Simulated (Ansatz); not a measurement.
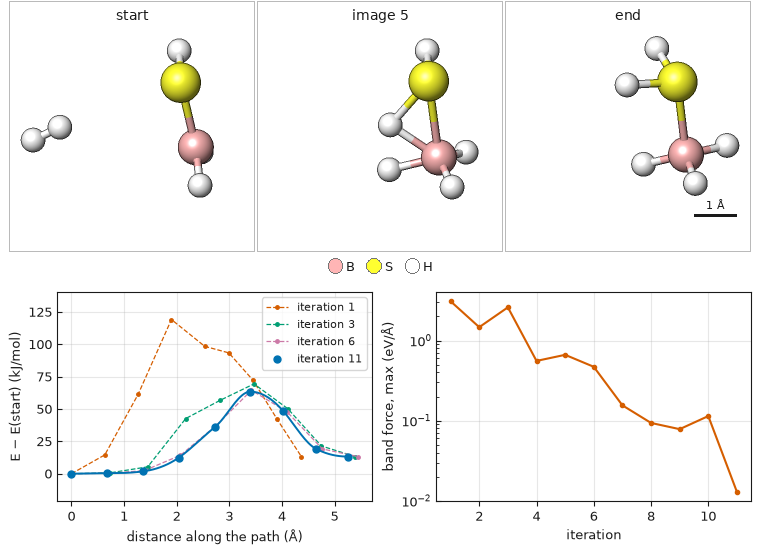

A search for the minimum-energy path of BH5S, made up of BH₃S and H2 by the nudged elastic band. Images are numbered from 0 (start) to 8 (end). The plot follows the band through its iterations. Style: ball-and-stick. Shown at a tilt.

The calculation used RKS PBE-D4/def2-SVP in Ansatz 0.2.0. Settings: 7 movable images; climbing image; force threshold 0.05 eV/Å; iteration limit 60; starting path through a guess of the saddle point.

Q: Judge this run.

A: The result is final at these settings. The band converged in 11 iterations. The largest component of the band force went from 3.1 to 0.013 eV/Å. The climbing image converged on the top of the path. Its vibrational analysis gives one imaginary mode (429i cm⁻¹), as a transition state must have. The first iteration put the highest image at 119.2 kJ/mol. The highest point, image 5, lies 63.4 kJ/mol above the start and 50.2 kJ/mol above the end; the end is at +13.3 kJ/mol relative to the start.

Limits of the set-up: the start holds two separate molecules, 3.2 Å apart at their closest, whose relative position is a soft coordinate.

Cost: 83 s on 1 thread of Arm Neoverse V1, on a shared host, peak memory 0.099 GiB.
